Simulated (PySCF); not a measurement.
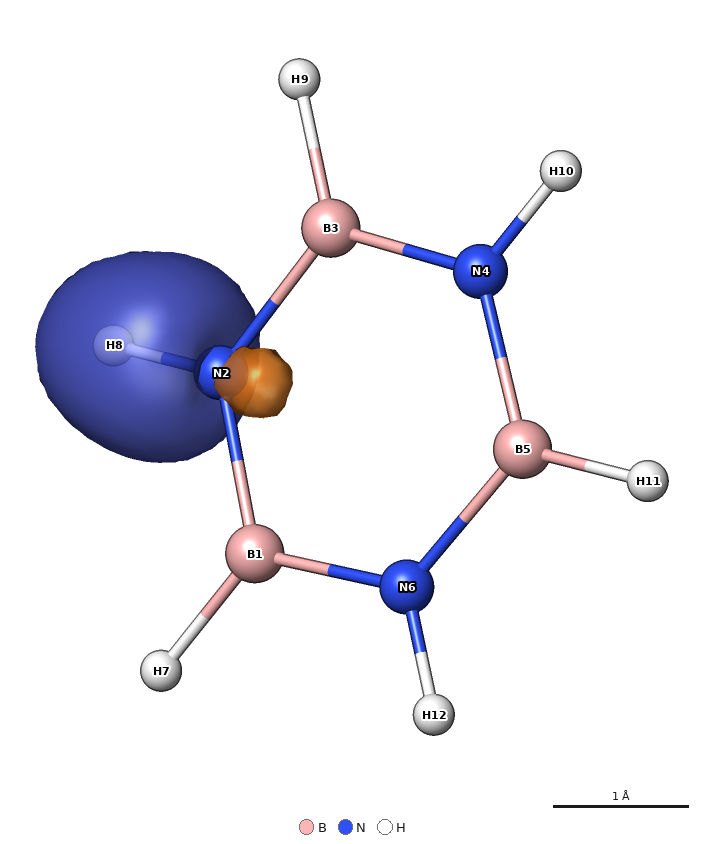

B₃H₆N₃, SMILES `B1NBNBN1`. Pipek–Mezey orbitals, occupied; each surface holds about 80 % of the orbital's density. Energies are diagonal elements of the Fock matrix.

PySCF calculation, ωB97X/6-31+G*, gas phase; geometry: GFN2-xTB. No frequency check shows the geometry to be a minimum.

Q: What does this orbital represent?

A: σ bond N2–H8 (N2 61 %, H8 38 %; −19.4 eV).

Q: How do all the valence pairs divide up?

A: 15 pairs: 12 σ bonds and 3 partly delocalised lone pairs.
